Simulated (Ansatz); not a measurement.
## A computed series for hypothetical zinc blende BiB: pressure series

The reference is BiB in the zinc blende structure (space group F-43m, No. 216; a = 5.456 Å; a hypothetical phase, not in the database extracts checked).

Cell and atoms are relaxed at each pressure.

Method: PBEsol (Ansatz, an electronic-structure program; PAW; 420 eV plane waves; no spin-orbit coupling).

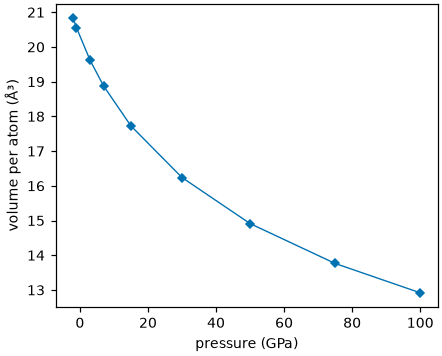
Fig. 1. Volume against pressure

Question: Estimate the zero-pressure bulk modulus from the plot.

Answer: About 84 GPa; a third-order Birch–Murnaghan fit to the points gives V₀ = 20.29 Å³/atom, B₀ = 84 GPa and B₀′ = 4.3.

Load acts through the strain it causes; cell and atoms are relaxed under it. No phonon test of stability was made. Competing high-pressure phases were not computed.
